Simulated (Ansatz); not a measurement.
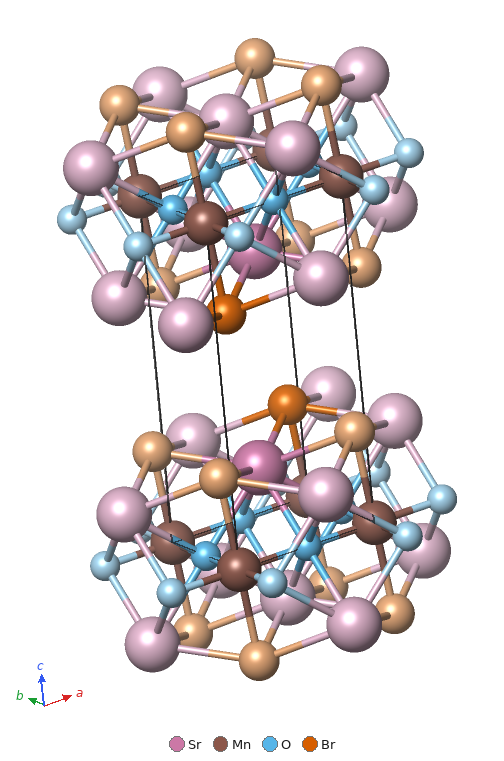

The image is a ball-and-stick drawing of a crystal, viewed slightly off an axis. The lines enclose the simulation cell; boundary atoms appear with their images. The first bonded neighbours in the surrounding cells are also shown, in fainter colours.

```yaml
crystal:
  lattice:
    - [0.00000, 4.00707, 0.00000]
    - [4.00707, 0.00000, 0.00000]
    - [2.00353, 2.00353, -8.60249]
  atoms:
    - { symbol: Sr, position: [0.39500, 0.39500, 0.21000] }
    - { symbol: Sr, position: [0.60500, 0.60500, 0.79000] }
    - { symbol: Mn, position: [0.00000, 0.00000, 0.00000] }
    - { symbol: O, position: [0.50000, 0.00000, 0.00000] }
    - { symbol: O, position: [0.00000, 0.50000, 0.00000] }
    - { symbol: Br, position: [0.14700, 0.14700, 0.70600] }
    - { symbol: Br, position: [0.85300, 0.85300, 0.29400] }
```

Results below were computed with DFT, PAW plane waves, r2SCAN+U (Ansatz); the settings were plane waves up to 500 eV, k-points on a 5×5×2 grid, Fermi-Dirac smearing of 0.013 eV, U_eff = 4.43 eV on Mn d, collinear spins. The state is ferromagnetic. The pressure of the cell is 12 GPa.

Q: What net charge does each kind of atom have (Bader)?

A: Sr +1.53 e; Mn +1.50 e; Br -0.83 e; O -1.45 e.

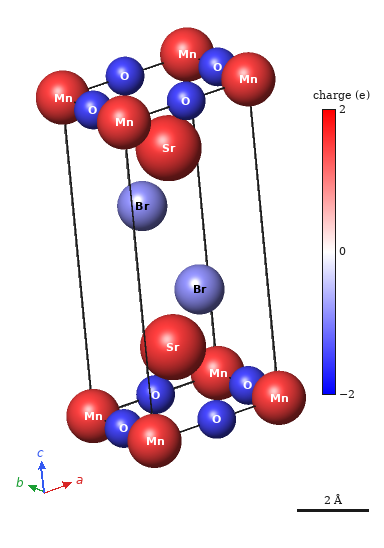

The atoms coloured by those charges.

The picture shows a generated cell, made by putting these elements into a known structure type (the compound may or may not exist in this form); the geometry isn't optimised. Ansatz was used for an electronic-structure calculation on it.

At this level of theory the cell isn't at rest (compressed, at 12 GPa and forces up to 3.0 eV/Å), so its distances can differ from those at equilibrium, the more so the softer the solid, and its magnetic state may change on relaxation.
